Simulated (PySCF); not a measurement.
## Atomic calculation for Re⁺

Re⁺, configuration 1s2 2s2 2p6 3s2 3p6 3d10 4s2 4p6 4d10 4f14 5s2 5p6 5d5 6s1, multiplicity 7. Computed at this level: unrestricted HF, def2-TZVPPD with ECP60, scalar-relativistic core potential (PySCF).

## Results in brief

- outcome: converged
- total energy (valence electrons, under a core potential): −77.317670 hartree
- ⟨S²⟩: 12.004
- SCF iterations: 1
- hardware: 1 CPU thread, shared host

## Input file
```python
from pyscf import gto, scf, dft, mp, cc
mol = gto.M(atom="Re 0 0 0", charge=1, spin=6, symmetry="D2h",
            basis="def2-TZVPPD",
            ecp="def2-TZVPPD")
mf = scf.UHF(mol)
mf.irrep_nelec = {'Ag': (4, 1), 'B1g': (1, 0), 'B2g': (1, 0), 'B3g': (1, 0), 'B1u': (1, 1), 'B2u': (1, 1), 'B3u': (1, 1)}
mf.kernel()
```

The script is an equivalent of what the driver set up; the driver started from orbitals of its own, so the log can be shorter than this script's would be, and it computed the properties (radii, ⟨L²⟩, response) afterwards. It held the occupations shell by shell, which the script's counts by irreducible representation don't always enforce.

## The program's output (extracts)
```
damping factor = 0
level_shift factor = 0
DIIS = <class 'pyscf.scf.diis.CDIIS'>
diis_start_cycle = 1
diis_space = 10
diis_damp = 0
SCF conv_tol = 1e-09
SCF conv_tol_grad = None
number electrons alpha = 10  beta = 4
cycle= 1 E= -77.3176704616216  delta_E= -4.26e-12  |g|= 4.44e-07  |ddm|= 1.18e-05
converged SCF energy = -77.3176704616216  <S^2> = 12.003867  2S+1 = 7.0011048
```

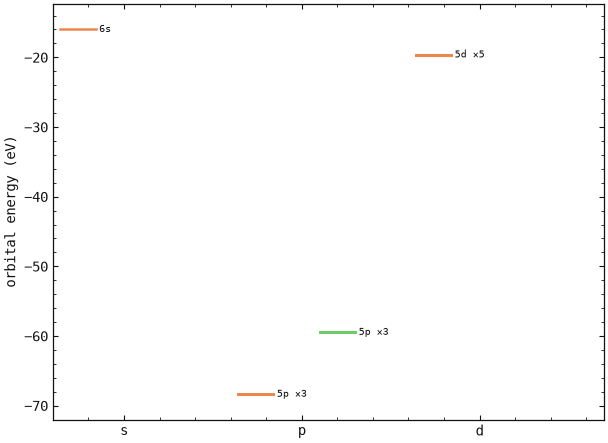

*Orbital energies of the mean field, from the top down to −68.3 eV, by angular momentum, α spin at the left of each column and β at the right; ×n counts the orbitals under one label.*

The highest filled orbital is 6s α at −16.0 eV, the lowest empty one s β at −5.77 eV.
